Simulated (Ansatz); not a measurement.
We consider bcc Li, described by PBEsol (PAW; Ansatz, an electronic-structure program).

Run with plane-wave cutoff 520 eV, 22×22×22 k mesh, Fermi–Dirac smearing 0.05 eV, scalar-relativistic PAW data made under PBE.

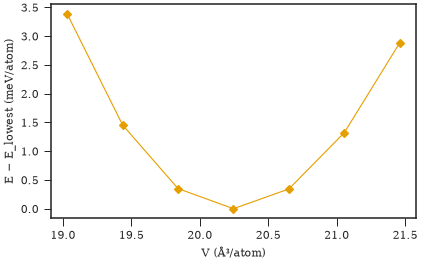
*Total energy against volume*

Task: From the curve, estimate the equilibrium volume and the bulk modulus.

Result: V0 ≈ 20.2 Å³/atom and B0 ≈ 14 GPa; the fit gives V0 = 20.242 Å³/atom, B0 = 13.7 GPa, B′ = 3.3.

Measured, for comparison: bulk modulus 13.8 GPa (corrected for temperature and zero-point phonon effects, our sources range from 13.1 to 13.9; as tabulated in Levämäki et al. (2014), arXiv:1402.3671); equilibrium volume per atom 20.51 Å³/atom (low-temperature or extrapolated to 0 K; zero-point anharmonic expansion removed; as tabulated in Csonka et al. (2009), arXiv:0903.4037). Computed (rounded) less measured: bulk modulus -0.7 % (inside the range of the sources held), equilibrium volume per atom -1.3 %.

Static lattice: no zero-point or thermal effects.
